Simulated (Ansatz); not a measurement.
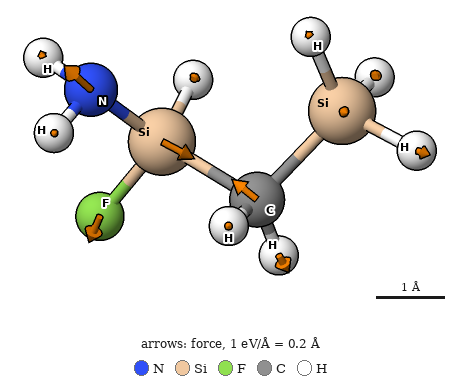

Starting geometry of CH8FNSi2 (coarse preliminary run) with the computed forces as orange arrows. The picture is a ball-and-stick view, seen at a tilt.

The start comes from a force field.

Theory: RKS PBE-D4/def2-SVP in Ansatz. Settings: force threshold 0.03 eV/Å; at most 200 steps.

### What follows when this structure is relaxed?

It isn't relaxed: the largest force vector, on the N atom, is 3.59 eV/Å. The final displacements have little in common with the starting forces (cosine between the two patterns 0.02). The energy falls by 0.781 eV in 18 accepted moves (19 points after the start). Largest force component: 2.8 eV/Å at the start, 0.02 eV/Å at the end. The line search rejected the trial step at point 10 of the run. The forces were under the threshold at step 7, but the run went on from there. An H atom moves most after the best rigid fit: 1.08 Å. Largest moves by element: H 1.08 Å, F 0.62 Å, N 0.42 Å, Si 0.35 Å, C 0.21 Å. Among the contacts that change: N–Si 1.634 → 1.728 Å, F–Si 1.591 → 1.652 Å, H–Si 1.448 → 1.507 Å, C–Si 1.838 → 1.896 Å. Bond angles that change, for instance: N–Si–F 102.2° → 113.6°, Si–N–H 110.0° → 120.5°, Si–C–Si 104.3° → 113.8°. Groups turn about C–Si by about 40°. Cost: 25 s on 4 threads of Arm Neoverse V2, on a shared host.
